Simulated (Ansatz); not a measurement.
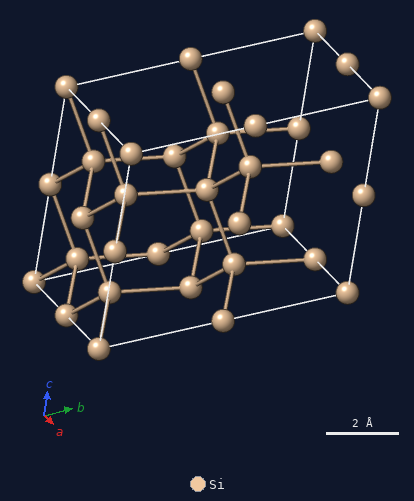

Starting frame of a dynamics run of a 16-atom cell of Si. The cell was cut from the diamond crystal. The picture is a ball-and-stick view of the reduced simulation cell, seen slightly off an axis. Bonds to atoms that aren't drawn are left out. Lengths and directions refer to the drawn axes.

These are results of Ansatz, DFT PBE, scalar-relativistic, plane waves, PAW, not measurements.

Input file:
```yaml
crystal:
  lattice:
    - [0.0, 5.43, 5.43]
    - [5.43, 0.0, 5.43]
    - [5.43, 5.43, 0.0]
  atoms:
    - { symbol: Si, position: [0.0, 0.0, 0.0] }
    - { symbol: Si, position: [0.125, 0.125, 0.125] }
    - { symbol: Si, position: [0.0, 0.0, 0.5] }
    - { symbol: Si, position: [0.125, 0.125, 0.625] }
    - { symbol: Si, position: [0.0, 0.5, 0.0] }
    - { symbol: Si, position: [0.125, 0.625, 0.125] }
    - { symbol: Si, position: [0.0, 0.5, 0.5] }
    - { symbol: Si, position: [0.125, 0.625, 0.625] }
    - { symbol: Si, position: [0.5, 0.0, 0.0] }
    - { symbol: Si, position: [0.625, 0.125, 0.125] }
    - { symbol: Si, position: [0.5, 0.0, 0.5] }
    - { symbol: Si, position: [0.625, 0.125, 0.625] }
    - { symbol: Si, position: [0.5, 0.5, 0.0] }
    - { symbol: Si, position: [0.625, 0.625, 0.125] }
    - { symbol: Si, position: [0.5, 0.5, 0.5] }
    - { symbol: Si, position: [0.625, 0.625, 0.625] }
basis:
  ecutwfc: 420.0
kpoints:
  mp_grid: { grid: [3, 3, 3] }
hamiltonian:
  xc: pbe
scf:
  occupations: { method: fermi_dirac, width: 0.17 }
  lower_state_search: "off"
md:
  timestep: 2
  n_steps: 190
  ensemble: nvt_langevin
  temperature: 300.0
  initial_velocities: maxwell_boltzmann
  seed: 578613
  friction: 0.02
  temperature_schedule: [{ n_steps: 190, end_temperature: 2000.0 }]
```

Launched with:
```bash
ansatz run input.yaml --threads 2 --pin off --max-ram 5120MiB --backend cpu --events-out ev --progress --plain --runs-dir out
```

Predict how the run goes.

Answer. Under the programmed temperature the kinetic temperature goes from 224 K (first eighth) to 1920 K (last eighth), with a peak of 2247 K. The potential energy in the second half lies on average 160 meV per atom above the first frame. Root-mean-square distances from the starting positions over the second half, with the common drift of all atoms taken out: Si 0.31 Å. That is small against the typical shortest distance between atoms in the first frame, about 2.4 Å: the atoms vibrate about their sites and the arrangement holds.

Along the run (each row but the first and the last is the mean over the interval that it begins):

| time (fs) | potential energy (meV/atom) | T (K) |
| --- | --- | --- |
| 0.0 | 0.0 | 281 |
| 62.0 | 52.5 | 445 |
| 124.0 | 71.4 | 679 |
| 186.0 | 105.2 | 906 |
| 248.0 | 169.3 | 1085 |
| 310.0 | 184.5 | 1671 |
| 372.0 | 228.4 | 2134 |

The paths of the atoms:

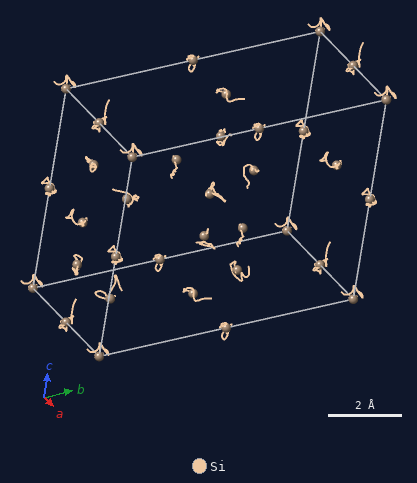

Cost: 26 min on 2 threads of Intel(R) Xeon(R) Platinum 8488C (Sapphire Rapids) (shared host), peak memory 0.89 GiB.
